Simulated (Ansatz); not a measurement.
# SiNH2Cl2F: one change and its effect

System: SiNH2Cl2F, SMILES N[Si](F)(Cl)Cl.
Method of run A: RKS B2PLYP (frozen core)/def2-TZVPP (Ansatz 0.2.0).

The geometry comes from this level: PBE0-D4/def2-TZVP. Text and figures count atoms from 1; the logs count them from 0 in places.

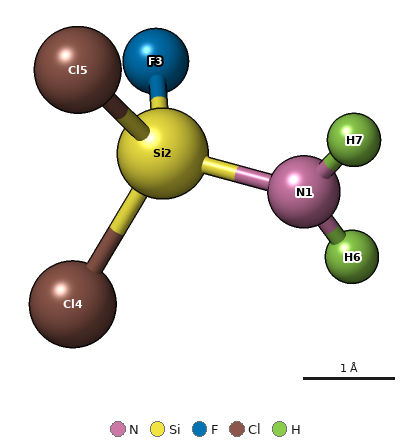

**Figure 1.** The structure (ball-and-stick view, seen at a tilt; atoms are numbered from 1 in the order of the input). Bond lengths as drawn: Cl–Si 2.03 Å, F–Si 1.58 Å, H–N 1.01 Å and N–Si 1.68 Å.

Input, run A:
```yaml
crystal:
  periodic: [false, false, false]
  atoms:
    - {symbol: N, position_ang: [-1.058957, 0.085790, 0.191689]}
    - {symbol: Si, position_ang: [0.586455, -0.079414, -0.080268]}
    - {symbol: F, position_ang: [1.377950, -0.829488, 1.069657]}
    - {symbol: Cl, position_ang: [0.881951, -1.181429, -1.756199]}
    - {symbol: Cl, position_ang: [1.429731, 1.759226, -0.216615]}
    - {symbol: H, position_ang: [-1.715346, -0.648844, -0.008655]}
    - {symbol: H, position_ang: [-1.440586, 0.826159, 0.754592]}
basis:
  gaussian: {orbitals: def2-TZVPP}
hamiltonian: {xc: {name: B2PLYP}}
```

Hardware: 4 CPU threads, shared host.

Output (run A):
```
Functional definition: B2PLYP
  parameter a = 0.53
  parameter c = 0.27
  exchange = (1 - a)*b88_x + a*exact_x
  correlation = (1 - c)*lyp_c + c*(mp2_os + mp2_ss)
1298 factors; integrals over basis functions are off by at most 1.2e-3 eV
mean field evaluation 1: about -37144.8986 eV, gradient 5.5e1 eV
mean field evaluation 2: about -37145.0537 eV, gradient 5.5e1 eV
mean field evaluation 4: about -37150.0770 eV, gradient 3.1e0 eV
mean field evaluation 8: about -37150.1075 eV, gradient 2.6e-1 eV
mean field evaluation 16: about -37150.1077 eV, gradient 8.8e-5 eV
mean field -37150.10766728 eV, -1365.2412755252 hartree, gradient 3.4e-6 eV, S^2 0.000000; 0 other end points of the search recorded, 0 dependent functions left out
17 core orbitals not correlated: weight in the atoms' cores, before any rotation towards them, 1.000 or more for the frozen orbitals, at most 0.000 for the correlated occupied ones
reference -37150.10783078 eV, -1365.2412815336 hartree; 16, 16 occupied and 183, 183 virtual orbitals, 1298 factors
second order -31.09811045 eV of doubles, -0.00000000 eV of singles
Total energy: -37158.50432060 eV, -1365.5498468432 hartree
```

For run B the input was changed thus:
```diff
-hamiltonian: {xc: {name: B2PLYP}}
+hamiltonian: {xc: {name: PBE-QIDH}}
```

How does run B compare with run A?

The total energies belong to different methods, so their difference says nothing on which is more stable or more accurate. The functional changes from B2PLYP to PBE-QIDH.

Output (run B):
```
Functional definition: PBE-QIDH
  parameter a = 3^(-1/3)
  parameter c = 1/3
  exchange = (1 - a)*pbe_x + a*exact_x
  correlation = (1 - c)*pbe_c + c*(mp2_os + mp2_ss)
1298 factors; integrals over basis functions are off by at most 1.2e-3 eV
mean field evaluation 1: about -37134.6025 eV, gradient 4.7e1 eV
mean field evaluation 2: about -37134.7992 eV, gradient 4.8e1 eV
mean field evaluation 4: about -37138.6062 eV, gradient 2.4e0 eV
mean field evaluation 8: about -37138.6324 eV, gradient 2.2e-1 eV
mean field evaluation 16: about -37138.6325 eV, gradient 1.1e-4 eV
mean field -37138.63250133 eV, -1364.8195709544 hartree, gradient 5.5e-6 eV, S^2 0.000000; 0 other end points of the search recorded, 0 dependent functions left out
17 core orbitals not correlated: weight in the atoms' cores, before any rotation towards them, 1.000 or more for the frozen orbitals, at most 0.000 for the correlated occupied ones
reference -37138.63251221 eV, -1364.8195713545 hartree; 16, 16 occupied and 183, 183 virtual orbitals, 1298 factors
second order -28.96667390 eV of doubles, -0.00000000 eV of singles
Total energy: -37148.28807018 eV, -1365.1744065650 hartree
```

The two runs side by side:

| quantity | run A | run B |
| --- | --- | --- |
| outcome | converged | converged |
| total energy (hartree) | −1365.549847 | −1365.174407 |
| basis functions | 216 | 216 |
| wall time (shared host) | 2.2 s | 2.1 s |
